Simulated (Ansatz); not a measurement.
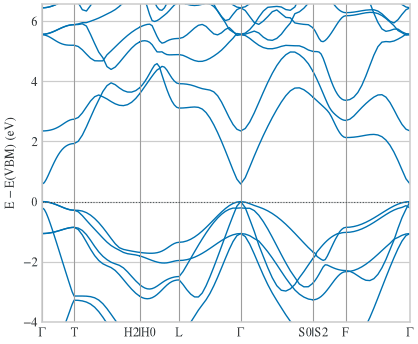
Band structure from LDA in the plane-wave PAW code Ansatz

Read off the gap and where the band edges lie.

About 0.6 eV (0.59 eV by a search for the band edges); maximum at Γ, minimum at Γ.

Which of these materials gives this?
A. ZnCdSe2, R3m (Zn on 3a, Cd on 3a, Se on 3a, Se on 3a)
B. CsPbCl3, R32 (Cs on 3b, Pb on 3a, Cl on 9e)
C. Mg2TeS, R3m (Mg on 3a, Mg on 3a, Te on 3a, S on 3a)

A, ZnCdSe2, R3m (Zn on 3a, Cd on 3a, Se on 3a, Se on 3a)

The workflow started from a Materials Project entry (that database holds measured and hypothetical structures alike); the Crystallography Open Database copy checked does not list it. Its standing as an ambient phase is unchecked. The LDA relaxation kept the symmetry of its start; of distortions, only those at the zone centre were tested. Spin–orbit coupling is left out wherever it is not named.

Potentials: the later of the program's two PAW sets.
